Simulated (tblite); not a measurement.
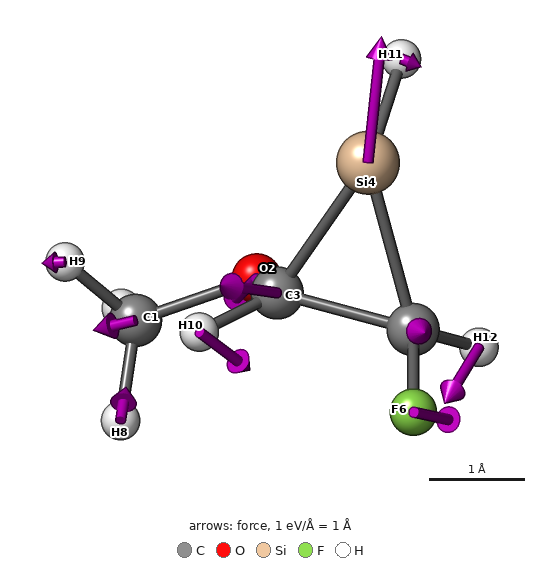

Starting geometry of C3H6FOSi (multiplicity 2) with the computed forces as purple arrows. Style: ball-and-stick. Shown from a free direction.

These are results of tblite 0.8.0, GFN2-xTB geometry optimisation, gas phase, not measurements. 

Question: Is this structure relaxed? If not, where do the atoms go?

Answer: It isn't relaxed: the largest force vector, on the Si atom, is 1.36 eV/Å. The final displacements have little in common with the starting forces (cosine between the two patterns 0.13). The largest move after the best rigid fit is that of an H atom, 0.70 Å. By element the largest moves are H 0.70 Å, O 0.50 Å, Si 0.39 Å, F 0.35 Å, C 0.30 Å. Among the contacts that change: C–Si 1.881 → 1.923 Å, C–H 1.114 → 1.088 Å, C–F 1.398 → 1.376 Å, C–O 1.375 → 1.389 Å. Among the angles between lasting bonds that change: F–C–H 119.2° → 108.6°, C–Si–H 118.6° → 108.1°, Si–C–F 112.4° → 122.4°. Groups turn about C–O by about 50°. The energy falls by 0.405 eV in 78 geometry steps.
